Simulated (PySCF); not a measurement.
**Run report: C₄H₁₄Si₂, excited-state calculation**

- system: C₄H₁₄Si₂, SMILES CC(C)[SiH2]C[SiH3]
- method: TDDFT PBE0/def2-SVPD, vertical, gas phase, core orbitals frozen in the response (PySCF 2.14.0)

The geometry comes from this level: GFN2-xTB.

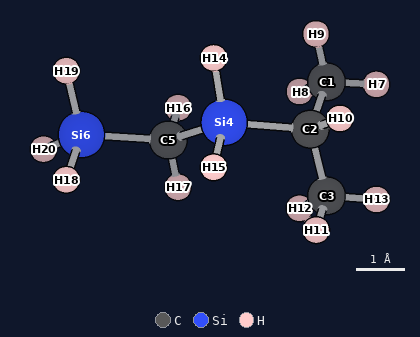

Fig. 1: The structure (ball-and-stick view, seen at a tilt; atoms are numbered from 1 in the order of the input).

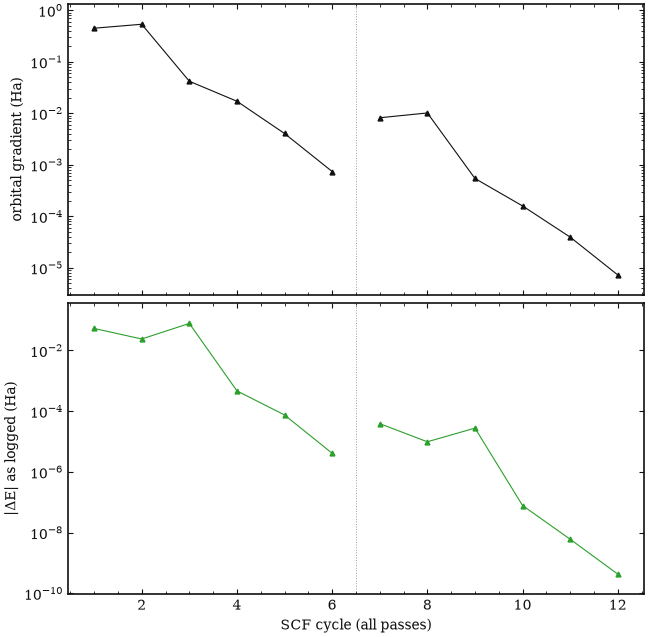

Fig. 2: Convergence of the self-consistent field: orbital gradient and size of the energy change against the SCF cycle. The dotted line marks the change from a coarse to the final integration grid. The first 6 cycles use a coarse grid, the final grid takes over at cycle 7, and the field converges after 12 cycles in all.

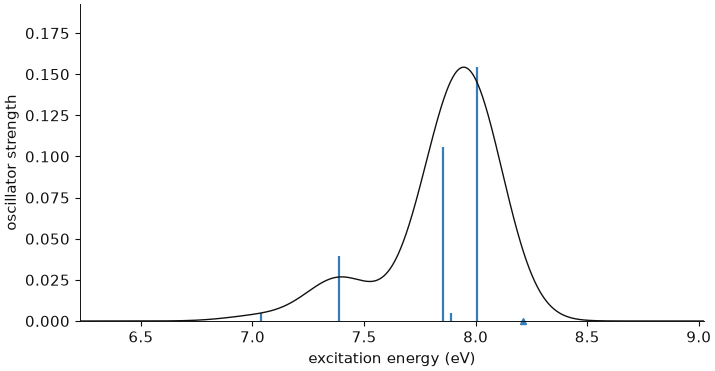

Fig. 3: Computed excitations as sticks (degenerate states added up, dark ones marked on the axis), with a Gaussian envelope of 0.35 eV full width at half maximum, scaled to the tallest. Of the 6 states the lowest lies at 7.04 eV (f = 0.005); the strongest line is at 8.01 eV, or 155 nm (f = 0.154).

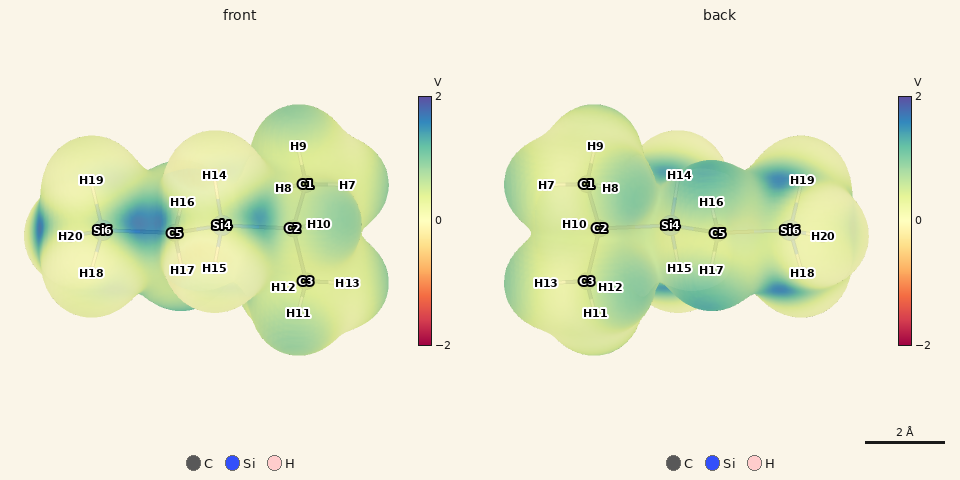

Fig. 4: The electrostatic potential painted on the density surface at 0.004 e/bohr³, seen face on and from behind; the colour scale runs from red (negative) to blue (positive). A positive charge is drawn to the negative regions and a negative charge to the positive ones. Its dipole moment is 1.13 D.

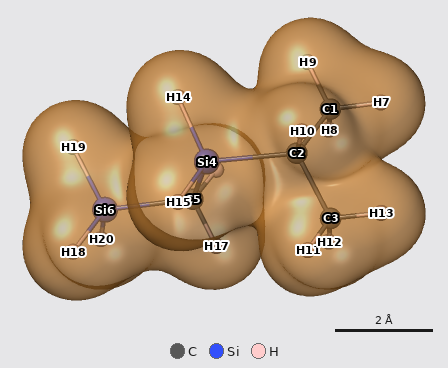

Fig. 5: Isosurface of the electron density at 0.05 e/Å³ (orange), seen at a tilt. At this value the surface is in one piece. On the grid the lowest density along these lines, outside the cores, is 1.6 e/Å³ (C–C, 1.53 Å), 0.75 e/Å³ (C–Si, 1.90 Å), 1.9 e/Å³ (C–H, 1.09 Å) and 0.78 e/Å³ (Si–H, 1.46 Å).

These pictures come from the run below.

## The input
```
{"job": {"kind": "uv", "xc": "PBE0", "basis": "def2-SVPD", "nstates": 6, "ntriplets": 2}, "charge": 0, "multiplicity": 1}
C     -1.864418    -1.374878    -0.076463
C     -1.576626     0.033818     0.436317
C     -1.966264     1.063249    -0.621358
Si     0.243572     0.234363     0.993638
C      1.438173    -0.042748    -0.456379
Si     3.276045     0.129428    -0.019057
H     -2.919214    -1.487482    -0.326934
H     -1.283999    -1.581503    -0.973697
H     -1.610857    -2.120622     0.674028
H     -2.212290     0.202970     1.312329
H     -1.787543     2.074733    -0.262785
H     -1.387165     0.915289    -1.530924
H     -3.021614     0.973447    -0.878430
H      0.508672    -0.745312     2.056920
H      0.412951     1.591796     1.531545
H      1.271684    -1.036628    -0.872701
H      1.202756     0.662155    -1.254177
H      3.544611     1.478708     0.480245
H      3.638252    -0.852901     1.003610
H      4.088126    -0.107204    -1.218762
```

The first line tells a small driver script what to run in PySCF; the rest is the geometry in Å.

Command:
```bash
OMP_NUM_THREADS=1 python <driver script> task.json out
```

## Log
```
coarse grid: 16272 points
cycle   1  E = -738.9599783308  dE =  5.314e-02  |g| = 4.474e-01  |ddm| = 5.417e+00
cycle   2  E = -738.9361006625  dE =  2.388e-02  |g| = 5.338e-01  |ddm| = 1.311e+00
cycle   3  E = -739.0139171560  dE = -7.782e-02  |g| = 4.186e-02  |ddm| = 6.981e-01
cycle   4  E = -739.0143827771  dE = -4.656e-04  |g| = 1.713e-02  |ddm| = 1.108e-01
cycle   5  E = -739.0144577075  dE = -7.493e-05  |g| = 4.053e-03  |ddm| = 3.155e-02
cycle   6  E = -739.0144618088  dE = -4.101e-06  |g| = 7.419e-04  |ddm| = 8.629e-03
final grid: 143896 points
cycle   7  E = -739.1097260750  dE = -3.874e-05  |g| = 8.186e-03  |ddm| = 1.181e-01
cycle   8  E = -739.1097162638  dE =  9.811e-06  |g| = 1.015e-02  |ddm| = 2.457e-02
cycle   9  E = -739.1097439421  dE = -2.768e-05  |g| = 5.431e-04  |ddm| = 1.272e-02
cycle  10  E = -739.1097440199  dE = -7.781e-08  |g| = 1.592e-04  |ddm| = 1.136e-03
cycle  11  E = -739.1097440259  dE = -6.032e-09  |g| = 3.954e-05  |ddm| = 3.135e-04
cycle  12  E = -739.1097440264  dE = -4.277e-10  |g| = 7.288e-06  |ddm| = 1.084e-04
converged SCF energy = -739.1097440264

Static polarisability (au): isotropic 104.466, principal 94.181 94.591 124.626

Singlet excitations
state   eV       nm        f      main configurations
  1   7.0378    176.2   0.00498   H->L 0.97
  2   7.3897    167.8   0.03947   H->L+1 0.92
  3   7.8530    157.9   0.10582   H->L+3 0.72, H-1->L 0.19
  4   7.8882    157.2   0.00487   H-1->L 0.64, H->L+3 0.18
  5   8.0051    154.9   0.15428   H->L+2 0.79, H-1->L 0.09
  6   8.2119    151.0   0.00047   H->L+5 0.95

Triplet excitations (Tamm-Dancoff, eV): 6.8367 6.9864
```

## Key numbers

| quantity | value |
| --- | --- |
| outcome | converged |
| total energy | −739.109744 hartree |
| HOMO | −7.83 eV |
| LUMO | 0.28 eV |
| dipole moment | 1.13 D |
| mean polarisability | 104.47 a.u. |
| lowest singlet excitation | 7.04 eV |
| hardware | 1 CPU thread, shared host |
| wall time | 23 s |
| peak memory | 0.92 GiB |
